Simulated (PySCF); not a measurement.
```xyz
5

Lu    0.0000    0.0000    0.0000
H     1.1600    1.1600    1.1600
H    -1.1600   -1.1600    1.1600
H     1.1600   -1.1600   -1.1600
H    -1.1600    1.1600   -1.1600
```

Level of theory: RKS PBE0, Lu def2-SVP with ECP28, H def2-SVP; non-relativistic Hamiltonian with scalar-relativistic core potentials where named; density fitting (PySCF 2.14.0).

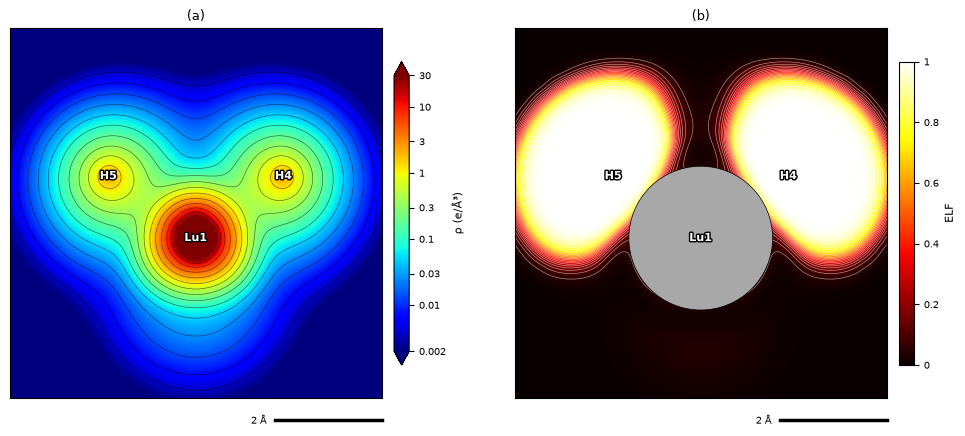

H$_{4}$Lu (charge −1). (a) total electron density; (b) ELF on the plane of atoms H4, Lu1 and H5. Grey discs cover the atomic cores in the ELF map.

What do the fields say about this system?

Answer.
- The plane passes through Lu and H nuclei.
- Lu–H (2.01 Å): the density is about 0.64 e/Å³ at the midpoint; the ELF climbs to about 1 towards the hydrogen.
